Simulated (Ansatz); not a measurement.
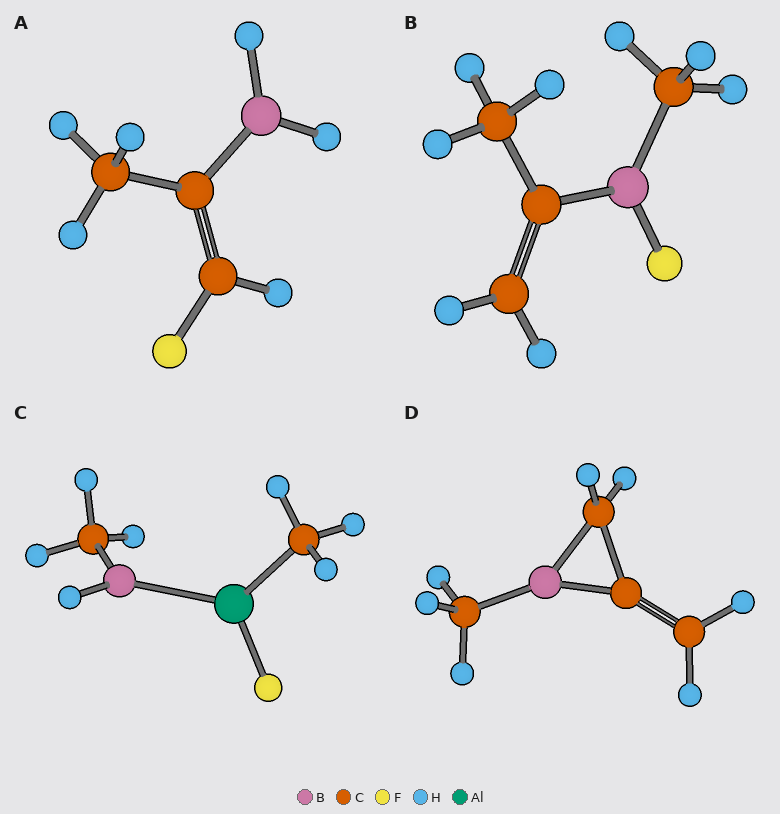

The picture comes from a calculation with Ansatz.

Match each picture to its SMILES.
(1) C=C(C)B(C)F
(2) C=C1CB1C
(3) C[BH][Al]([CH3])[F]
(4) B/C(C)=C/F

A is (4), B is (1), C is (3), D is (2).
